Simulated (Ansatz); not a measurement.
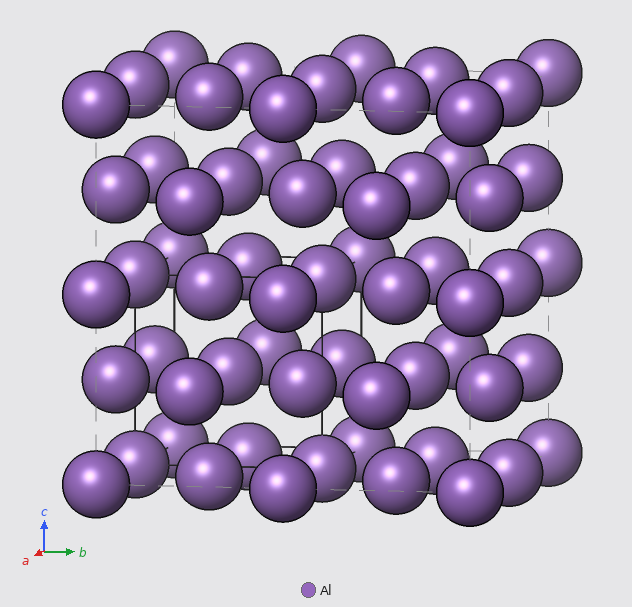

We look at a spheres-only model of the crystal slightly off an axis. The structure is repeated 2×2×2 times; solid lines mark one conventional unit cell. Cell: a = 3.984 Å, b = 3.984 Å, c = 3.984 Å, α = 90.00°, β = 90.00°, γ = 90.00°.

Notes on the structure:

- The element is aluminium.
- Its lattice is face-centred cubic, its space group Fm-3m (No. 225).
- In terms of structure types, this is face-centred cubic (Cu type).
- The cell holds four atoms.
- Each Al has twelve Al in a cuboctahedral arrangement at about 2.8 Å.

Starting structure: a structure listed in the Materials Project. Earlier steps of the study may have refined or changed the cell and positions. Ansatz was used for an electronic-structure calculation on it.
